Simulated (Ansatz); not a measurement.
**A single-point run on Ga2Pt**

Aim: for Ga2Pt, a database structure at a slightly changed volume, find whether it is a metal or has a gap, how the charge is shared and how far the cell is from equilibrium. The atoms and the cell stay fixed.

Method: DFT, r2SCAN, no spin polarisation, plane waves, PAW, in Ansatz 0.2.0.

**1. Geometry**

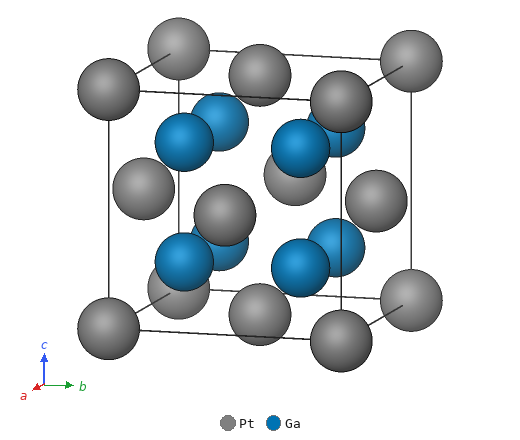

The structure slightly off an axis: platinum grey, gallium blue. The cell drawn here is the conventional one.

Symmetry: Fm-3m, No. 225, cubic system. Conventional cell: a = 5.868 Å, b = 5.868 Å, c = 5.868 Å, α = 90.00°, β = 90.00°, γ = 90.00°. Around Pt (site symmetry m-3m) lie 8 Ga at 2.54 Å. Ga (site symmetry -43m) has 4 Pt at 2.54 Å as nearest neighbours.

Structure file:

```xyz
3
Lattice="0.0000 2.9341 2.9341 2.9341 0.0000 2.9341 2.9341 2.9341 0.0000" Properties=species:S:1:pos:R:3 pbc="T T T"
Pt    0.0000    0.0000    0.0000
Ga    1.4671    1.4671    1.4671
Ga    4.4012    4.4012    4.4012
```

The run starts from a saved solution of this cell (checkpoint.read), perhaps found on another mesh.

**2. The run**

File input.yaml:

```yaml
crystal:
  lattice:
    - [0.0, 2.934114, 2.934114]
    - [2.934114, 0.0, 2.934114]
    - [2.934114, 2.934114, 0.0]
  atoms:
    - { symbol: Pt, position: [0.0, 0.0, 0.0] }
    - { symbol: Ga, position: [0.25, 0.25, 0.25] }
    - { symbol: Ga, position: [0.75, 0.75, 0.75] }
  symmetry: { tolerance: 0.0003 }
kpoints:
  mp_grid: { grid: [10, 10, 10], shift: [0, 0, 0] }
  band_path:
    path:
      - [0.0, 0.0, 0.0]
      - [0.5, 0.0, 0.5]
      - [0.625, 0.25, 0.625]
      - [0.375, 0.375, 0.75]
      - [0.0, 0.0, 0.0]
      - [0.5, 0.5, 0.5]
      - [0.5, 0.25, 0.75]
      - [0.5, 0.0, 0.5]
    npoints: 8
magnetization:
  spin_polarized: false
scf:
  occupations: { method: fermi_dirac }
  lower_state_search: "off"
  max_iter: 200
hamiltonian:
  pseudopotentials: { kind: paw }
  xc: r2scan
basis:
  ecutwfc: 500
  fft_grid_basis: typed
output:
  forces: true
  stress: true
  eigenvalues: true
  bader: true
  populations: true
  elf: true
  write_potential: true
  volumetric_format: npy
  dos:
    e_range: [-12, 8]
    de: 0.05
    projected: { site_lists: { Ga: [Ga], Pt: [Pt] } }
checkpoint:
  read: saved_state
```

The log of the run, cut to the lines that bear on the results:

```text
Warning: RAYON_NUM_THREADS=1 ignored (pool sized by the plan → 1); use --threads N
[...]
Pseudopotentials: kind: paw
Pseudopotential: Pt, paw, valence charge 18, recommended cutoff 500 eV (meta_gga), Pt.paw.azcp
Pseudopotential: Ga, paw, valence charge 13, recommended cutoff 500 eV (meta_gga), Ga.paw.azcp
Functional definition: r2SCAN
[...]
scf.n_extra_bands: the run solves 32 bands and not the automatic 27, as the state that it takes up was solved on those
Crystal: 3 atoms, lattice volume = 50.520 Å³
Basis set: ecut = 500 eV, 1243 PW (Γ), exchange–correlation on 128×128×128 points (64 copies of the dense FFT grid, shifted against one another)
Bands: 32, of which v1, the nominal top of the filled ones, is band 22 counted from 1 (21 counted from 0)
Symmetry: 48 space group operations
Space group: Fm-3m (ITA 225), of the structure as read, at distance tolerance 1.1e-3 Å
k-points: 47 of 1000
[...]
SCF iter   1: F=-20119.206723 eV  HF=-20119.206324 eV  |F-HF|=3.99e-4  |Δ(HF+E_count)|=         —  Δρ=1.70e-3  dr2=9.17e-4  dr2_τ=2.41e-4  ethr=2.14e-6  ⟨swp⟩=2.6  Hψ=9604  notcnv=0
[...]
SCF iter   5: F=-20119.207224 eV  HF=-20119.207224 eV  |F-HF|=9.21e-8  |Δ(HF+E_count)|=   9.39e-7  Δρ=1.37e-5  dr2=2.29e-8  dr2_τ=5.56e-9  ethr=2.27e-10  ⟨swp⟩=7.2  Hψ=9668  notcnv=0
[...]
NSCF: frozen V_eff on 57 k-points
SCF converged after 5 iterations
Free energy (F): -20119.207224 eV
[...]
E sigma→0 (E₀):  -20119.190719 eV
Entropy (-TS):   -0.033010 eV (-11.003 meV/atom)
Fermi energy:    14.120743 eV
[...]
--- Forces (eV/Å), atoms counted from 1 ---
  atom   1  Pt    -0.00000000    -0.00000000     0.00000000
  atom   2  Ga    -0.00000000     0.00000000     0.00000000
  atom   3  Ga    -0.00000000    -0.00000000    -0.00000000
[...]
--- Stress (GPa, compression-positive) ---
        4.993308      -0.000000       0.000000
        0.000000       4.993308      -0.000000
        0.000000       0.000000       4.993308
  P = ⅓ Tr σ = 4.9933 GPa (49.933 kbar)
--- Band table (eV; the first three rows and the last of 47) ---
[...]
--- Löwdin populations: 3 sites ---
  site symbol       q [e]
     0     Pt     17.6199
     1     Ga     13.1238
     2     Ga     13.1238
  spilling = 0.003010 (of n_electrons = 44.000000)
--- Bader charges: 3 sites ---
  site symbol  charge [e]  shift [e]
     0     Pt     -1.4260     0.0003
     1     Ga      0.7130     0.0002
     2     Ga      0.7130     0.0002
  estimated error of the sums over rays = 2.6e-4 e
```

It took 49 s on 1 thread of an x86-64 CPU, shared host; peak memory 0.67 GiB.

**3. Forces and stress**

All forces vanish by the symmetry of the sites.

Principal stresses (compression positive): 4.99, 4.99, 4.99 GPa; their mean, the pressure, is 4.99 GPa.

**4. The band path (bands.tsv)**

From bands.tsv, levels at the corners of the path, in eV from the Fermi level:

```csv
point,band 21,band 22,band 23,band 24,band 25,band 26
Γ,0.61,5.48,5.48,5.48,5.60,5.60
X,-3.12,-2.03,-2.03,2.30,4.57,11.34
U,-3.19,-2.18,-0.80,3.15,6.60,8.28
K,-3.19,-2.18,-0.80,3.15,6.60,8.28
Γ,0.61,5.48,5.48,5.48,5.60,5.60
L,-3.51,1.29,1.29,3.43,4.69,5.81
W,-3.07,-3.07,-1.04,5.37,5.37,7.76
X,-3.12,-2.03,-2.03,2.30,4.57,11.34
```

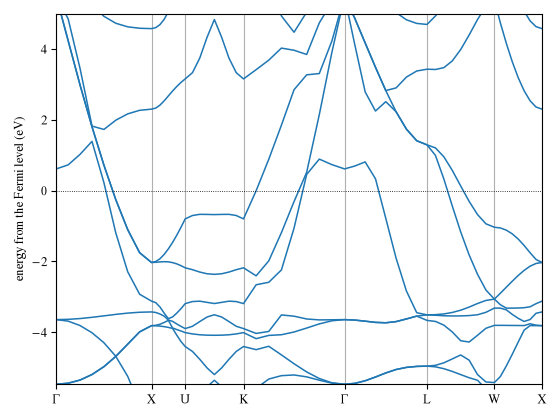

Bands along the path (those far from the Fermi level are not drawn).

**5. Total and projected density of states**

States per cell by energy window, from dos.tsv and pdos.tsv (tetrahedra; eV from the Fermi level):

```csv
from,to,total,Ga s,Ga p,Pt d
-4.5,-4.0,1.39,0.04,0.25,1.04
-4.0,-3.5,2.76,0.02,0.19,2.45
-3.5,-3.0,1.19,0.04,0.14,0.95
-3.0,-2.5,0.45,0.04,0.12,0.24
-2.5,-2.0,0.45,0.05,0.17,0.19
-2.0,-1.5,0.49,0.06,0.22,0.17
-1.5,-1.0,0.49,0.06,0.25,0.15
-1.0,-0.5,0.60,0.06,0.34,0.17
-0.5,0.0,0.56,0.06,0.33,0.13
0.0,0.5,0.52,0.06,0.32,0.10
0.5,1.0,0.52,0.10,0.31,0.08
1.0,1.5,0.37,0.04,0.25,0.04
1.5,2.0,0.24,0.04,0.15,0.03
2.0,2.5,0.23,0.07,0.11,0.03
2.5,3.0,0.37,0.15,0.13,0.07
3.0,3.5,0.74,0.28,0.31,0.09
```

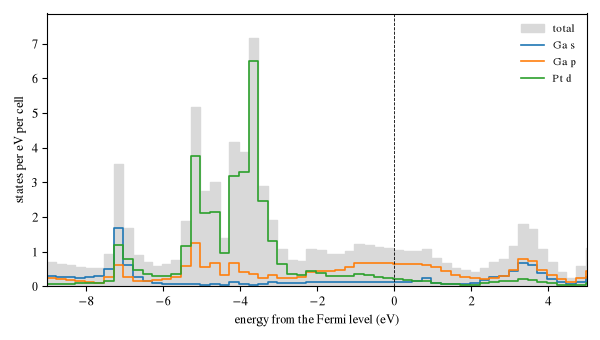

Total and projected density of states, in bins of 0.25 eV.

**6. Charges**

Gathered by element (positive charge: electrons given up): Löwdin charges also hold the electrons that the projection spills.

```csv
element,atoms,Bader charge (e),Bader volume (Å³),Löwdin charge (e)
Pt,1,-1.43,23.3,+0.38
Ga,2,+0.71,13.6,-0.12
```

Löwdin charges rest on a small set of atomic orbitals that misses 0.3 % of the electrons, so they need not add up to the cell's charge and can differ from Bader's even in sign.

**7. Fields in real space**

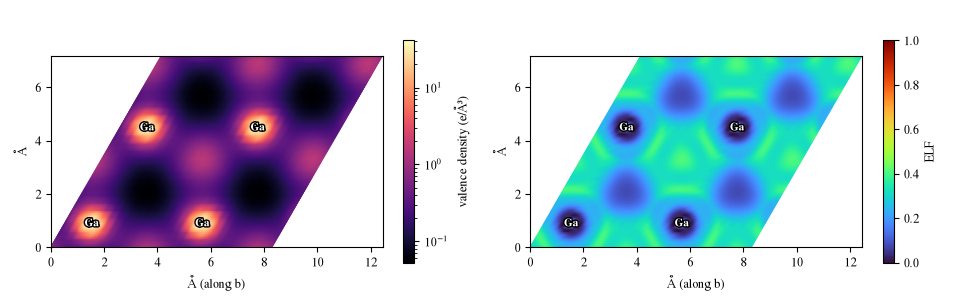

Valence density (left, log scale) and ELF (right) in the plane spanned by b and c at height 0.250 along a (axes of the input's cell); atoms within 0.2 Å are lettered, 2×2 cells. Near the nuclei they are pseudo-fields.

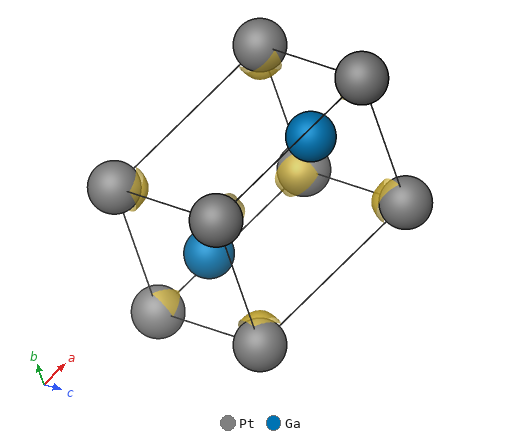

Surface of ELF = 0.60 in one cell.

At the density minimum on some short contacts:

```csv
contact,length (Å),minimum at (fraction),density (e/Å³),ELF
Pt1–Ga2,2.541,0.55,0.423,0.39
Ga2–Ga3,2.934,0.50,0.207,0.38
```

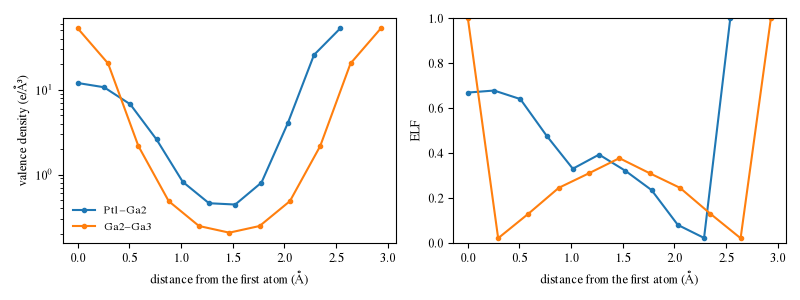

Smooth valence density and ELF along the contacts, at tenths of each length.

**8. Summary of results**

| quantity | value |
| --- | --- |
| largest force | 0.000 eV/Å |
| pressure | 5.0 GPa |
| formation energy (elements from separate runs) | -0.62 eV/atom |
| character | metal |
| density of states, mean within 0.25 eV of the Fermi level | 1.1 per eV per cell |
| Bader charges | Pt -1.43, Ga +0.71 e |

In words: Bands cross the Fermi level: a metal; within 0.25 eV of the Fermi level the density of states averages 1.1 per eV per cell, mostly Ga p (62 %) and Pt d (20 %). Set against separate runs on the elements (Pt fcc, alpha-Ga (Cmce)), it forms at -0.62 eV per atom, so it holds against falling apart into elements. At 5.0 GPa the cell is compressed and would expand. Ga loses most charge (+0.71 e on average) and Pt gains most (-1.43 e).
